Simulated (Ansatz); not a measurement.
The parent structure is HfO2 (space group P4_2/nmc, No. 137; a = 3.5675 Å, c = 5.1667 Å). Axes: x, y, z lie along a, b, c of the conventional cell.

Modification: the cell is compressed by 2.61 % along z with no lateral relaxation; the atoms relax in the strained cell.

All numbers come from Ansatz (a first-principles code), PBEsol, PAW, cutoff 420 eV, without spin-orbit coupling, earlier PAW set.

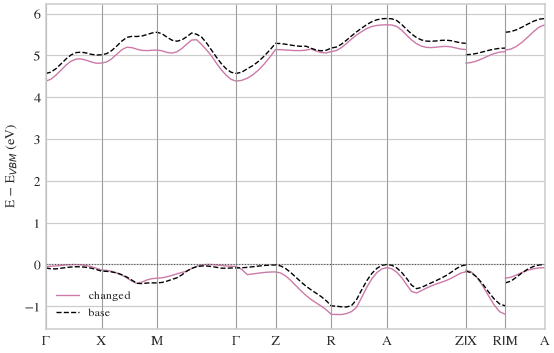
*Highest valence and lowest conduction band along the path, each from its own valence-band maximum*

The gap is 4.39 eV, indirect, M–Γ (62 % along) → Γ; the base has 4.57 eV.

With Hf present, leaving out spin-orbit coupling can change the band edges. Whether these cells are dynamically stable was not tested. This is not the structure that HfO2 has at room temperature and ambient pressure.
